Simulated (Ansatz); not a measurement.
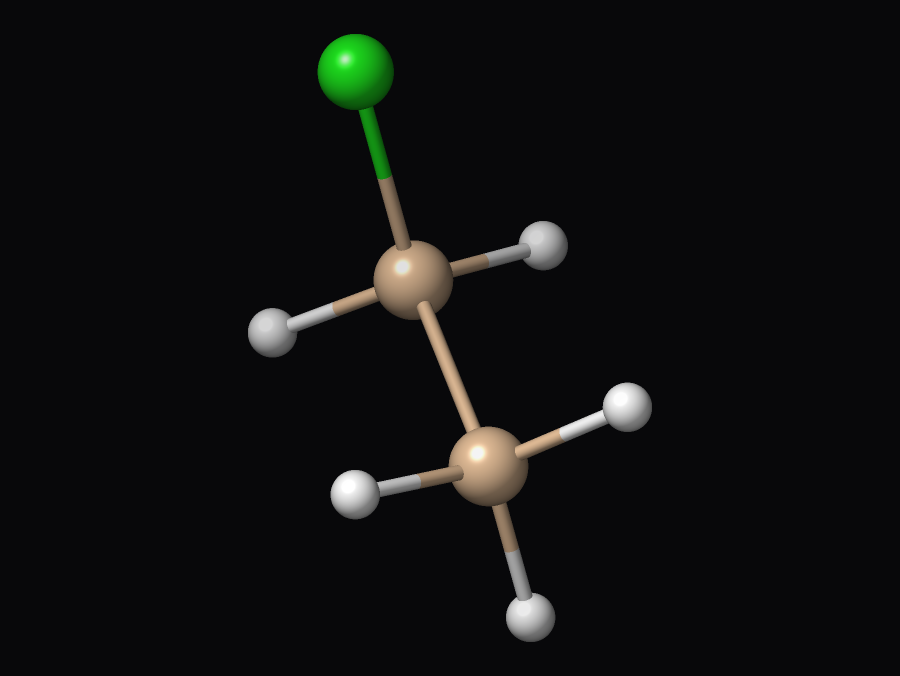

A ball-and-stick model of a molecule. Every bond is drawn as one stick, whatever its order. Colours: silicon light orange, hydrogen white, chlorine green.

The computed structure is the end point of a PBE0-D4/def2-TZVP optimisation.

Count the atoms of each element.

ClH₅Si₂, 8 atoms: 1 chlorine, 5 hydrogen and 2 silicon.

How many sets of symmetry-equivalent atoms are there?

6: 1 Si, 2 H, 1 Si, 1 Cl, 1 H, 2 H.

More results for the same structure follow; atom numbers are the same in all pictures, views and colours differ.

## Shape

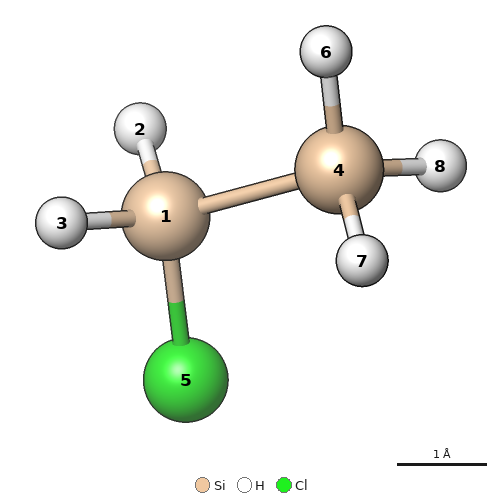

What is the geometry at Si1?

Si1 has 4 neighbours (H2 at 1.48, H3 at 1.48, Si4 at 2.34, Cl5 at 2.06 Å); the arrangement is tetrahedral.

Describe the coordination of atom 4.

Si4 has 4 neighbours (Si1 at 2.34, H6 at 1.49, H7 at 1.49, H8 at 1.49 Å); the arrangement is tetrahedral.

## Electronic properties

Method: RKS PBE0-D4/def2-TZVPP (Ansatz 0.2.0).

Give the dispersion correction at this level.

−14.6 kJ/mol.

Estimate the HOMO energy (Kohn–Sham orbital).

−8.21 eV.

Give the LUMO energy (Kohn–Sham orbital) at this level.

−0.57 eV.

## Dipole moment

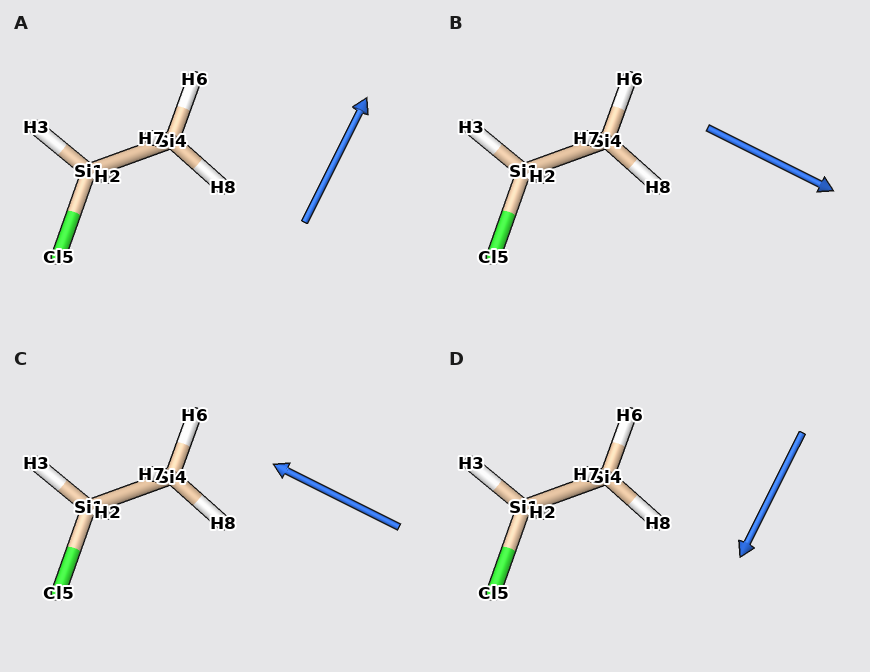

The same molecule four times, each with an arrow. Method: RKS PBE0-D4/def2-TZVP (Ansatz 0.2.0).

Which arrow points along the dipole moment, from the negative to the positive end?

A. The dipole moment is 1.34 D; it points from the side of Cl5 to the side of H6 (the outermost atoms at the two ends).

## Thermal motion

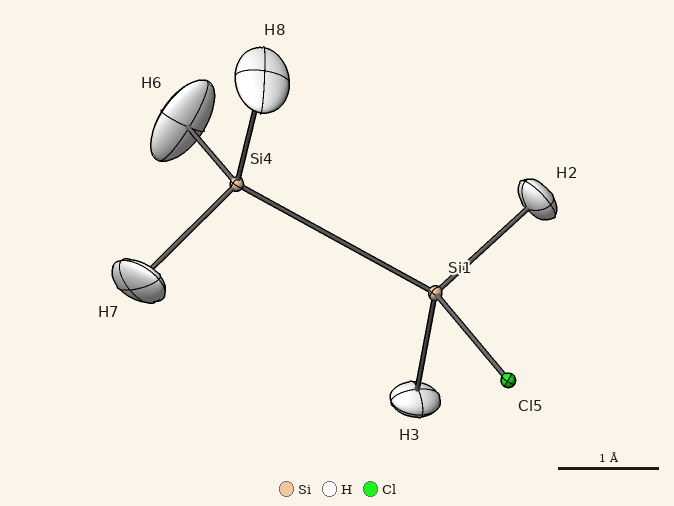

Displacement ellipsoids at the 50 % level, from the internal vibrations of the free molecule (harmonic, no overall translation or rotation; no half-axis is drawn under 0.075 Å). Vibrations computed with RKS PBE0-D4/def2-TZVP (Ansatz 0.2.0). Temperature: 100 K.

Which atom moves most?

H6, with U_eq = 0.0458 Å².

Does H8 move more along its bond or across it?

Across it: the root-mean-square amplitude is 0.086 Å along the bond and up to 0.305 Å across, since bending and torsion are softer than stretching.

List U_eq and the three principal root-mean-square amplitudes for each kind of atom.

```tsv
atom	U_eq (Å²)	rms amplitudes (Å)
Si1	0.0012	0.025, 0.026, 0.046
H2, H3	0.0196	0.091, 0.149, 0.169
Si4	0.00099	0.012, 0.021, 0.049
Cl5	0.00095	0.016, 0.018, 0.048
H6	0.0458	0.095, 0.180, 0.310
H7, H8	0.0442	0.086, 0.180, 0.305
```
